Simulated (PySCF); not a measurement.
BClH6NP, SMILES `[NH3+][BH-](P)Cl`.

Level of theory: B3LYP/6-31G* (PySCF), at a geometry from GFN2-xTB. No frequency check shows the geometry to be a minimum. GFN2-xTB bond lengths at metals and heavier atoms can be off by up to 0.1 Å and shapes distorted, which carries into these values.

Coordinates in Å:

```
N1       0.3285    1.7185   -0.1329
B2       0.0592    0.2626    0.5672
P3      -1.6510   -0.3897   -0.1863
Cl4      1.4675   -0.7294   -0.0703
H5       1.2433    2.0626    0.1545
H6       0.3410    1.5655   -1.1413
H7      -0.3973    2.3921    0.1042
H8       0.1056    0.3929    1.7413
H9      -1.6080   -1.6323    0.4113
H10     -2.4631    0.1211    0.8142
```

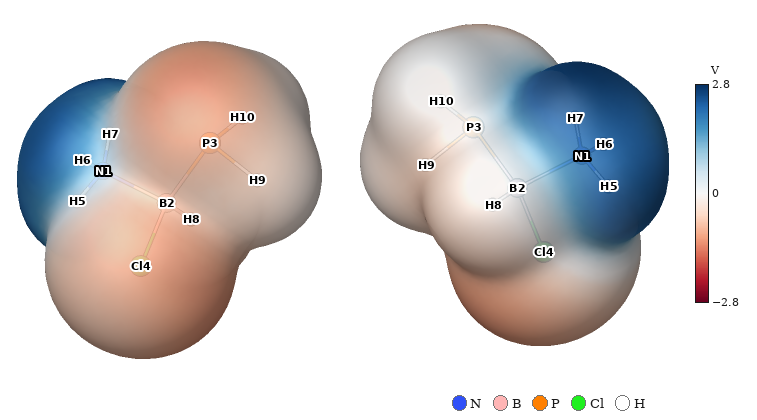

Electrostatic potential on the surface of electron density 0.001 a.u. (back view left, front view right).

Q: Where are the extremes of the potential on the surface?

A: Highest: 2.75 V, 1.2 Å from H7. Further maxima include 2.37 V, 1.2 Å from H6; −0.18 V, 1.4 Å from H9. Lowest: −1.28 V, 2.4 Å from P3. Further minima include 2.01 V, near H6 (1.73 Å), H5 (1.83 Å), N1 (1.88 Å) and H7 (1.89 Å). The surface is sampled at points, so like sites can differ by a few per cent and only the strongest of them is named.

Q: What volume does the surface enclose, and what is the dipole moment?

A: About 122 Å³; the dipole moment is 5.9 D.

Run time: 7.7 s on 1 thread of Arm Neoverse V2, with other jobs on the host, peak memory 0.36 GiB.
